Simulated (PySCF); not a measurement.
# BN (SMILES B#N) at UCCSD(T)/STO-3G

What is the vertical triplet–singlet gap of BN at UCCSD(T)/STO-3G? The job is set up through a Python script.

Program for the calculation: PySCF 2.14.0.

14 further runs of the same task are left out: 5 that didn't finish, 9 set aside as unsound or not needed.

## Step 1: The molecule

BN has 2 atoms, charge 0, and is taken as a triplet. As SMILES, `B#N`. The shape is that of a PBE0-D4/def2-TZVP optimisation.

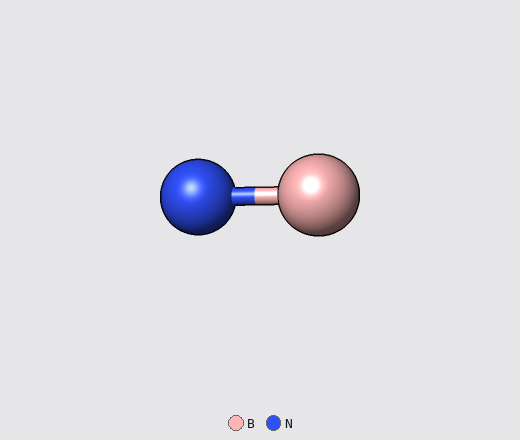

The structure, seen from a chosen angle (boron pink, nitrogen blue).

## Step 2: A single-point energy at UCCSD(T)/STO-3G

File input.py:

```python
# boron nitride
from pyscf import gto, cc

mol = gto.M(
    atom='''
B        0.000000       0.000000      -0.023520
N        0.000000       0.000000       1.291950
''',
    spin=2,
    max_memory=1860,
    basis='sto-3g',
    verbose=3,
)

mf = mol.UHF()
mf.conv_tol = 1e-10
mf.kernel()
if not mf.converged:
    mf = mf.newton().run(mf.mo_coeff, mf.mo_occ)

mycc = cc.CCSD(mf, frozen=2)
mycc.kernel()
e_t = mycc.ccsd_t()
energy = mycc.e_tot + e_t
print('E(%s) = %.9f' % ('CCSD(T)', energy))
```

Run with:

```
OMP_NUM_THREADS=1 python input.py
```

Log:

```text
WARN: HOMO -0.0930582314220957 >= LUMO -0.232234455569534

converged SCF energy = -77.9435895057633  <S^2> = 2.1465284  2S+1 = 3.096145
E(UCCSD) = -78.04657473778722  E_corr = -0.1029852320238901
UCCSD(T) correction = -0.00366364097235106
E(CCSD(T)) = -78.050238379
```

It took 0.73 s on 1 thread of Arm Neoverse V2, shared host; peak memory 0.12 GiB.

## Step 3: The singlet

File job.py:

```python
from pyscf import gto, scf, cc

system = gto.Mole()
system.atom = 'B -0.000000 -0.000000 -0.023520; N 0.000000 0.000000 1.291950'
system.max_memory = 1860
system.charge = 0
system.verbose = 3
system.basis = 'sto-3g'
system.build()

mf = scf.RHF(system)
mf.conv_tol = 1e-10
mf.kernel()
if not mf.converged:
    mf = mf.newton().run(mf.mo_coeff, mf.mo_occ)

mycc = cc.CCSD(mf, frozen=2)
mycc.kernel()
e_t = mycc.ccsd_t()
etot = mycc.e_tot + e_t
print('E = %.10f Eh' % etot)
```

Run with:

```
OMP_NUM_THREADS=1 python job.py
```

Log:

```text
converged SCF energy = -77.8361070836529
E(CCSD) = -78.05429561209773  E_corr = -0.2181885284448234
CCSD(T) correction = -0.018020781027127
E = -78.0723163931 Eh
```

Wall time 0.64 s (1 thread of Arm Neoverse V2, shared host); peak memory 0.1 GiB.

## Step 4: What came out

Level: UCCSD(T)/STO-3G, 2 core orbitals frozen.

| quantity | value |
| --- | --- |
| triplet: total energy | -78.05024 Eh |
| triplet: dipole moment (Hartree–Fock density) | 2.06 D |
| triplet: HOMO energy (Hartree–Fock orbitals) (highest over α and β) | -9.06 eV |
| triplet: LUMO energy (Hartree–Fock orbitals) (lowest over α and β) | 4.45 eV |
| triplet: correlation energy (2 core orbitals frozen) | -106.6 mEh |
| triplet: (T) correction | -3.66 mEh |
| triplet: ⟨S²⟩ of the reference determinant | 2.147 |
| triplet: T1 diagnostic | 0.061 |
| singlet: total energy | -78.07232 Eh |
| singlet: dipole moment (Hartree–Fock density) | 3.12 D |
| singlet: HOMO energy (Hartree–Fock orbitals) | -8.79 eV |
| singlet: LUMO energy (Hartree–Fock orbitals) | 1.58 eV |
| singlet: HOMO–LUMO gap (Hartree–Fock orbitals) | 10.37 eV |
| singlet: correlation energy (2 core orbitals frozen) | -236.2 mEh |
| singlet: (T) correction | -18.02 mEh |
| singlet: T1 diagnostic | 0.060 |
| vertical energy of the singlet above the triplet | -0.601 eV |

**Reading.** At this shape the singlet lies 0.60 eV (58.0 kJ/mol) below the triplet. In a minimal basis such a difference can be off by several eV, whatever the method. ⟨S²⟩ (triplet) is 2.15 where a pure triplet has 2.00: the reference is spin-contaminated. The T1 diagnostic (triplet) of 0.061 is above the customary mark for such species, so a single reference may not serve. The triples (triplet) make up 3.4 % of the correlation energy. The T1 diagnostic (singlet) of 0.060 is above the customary mark for such species, so a single reference may not serve.
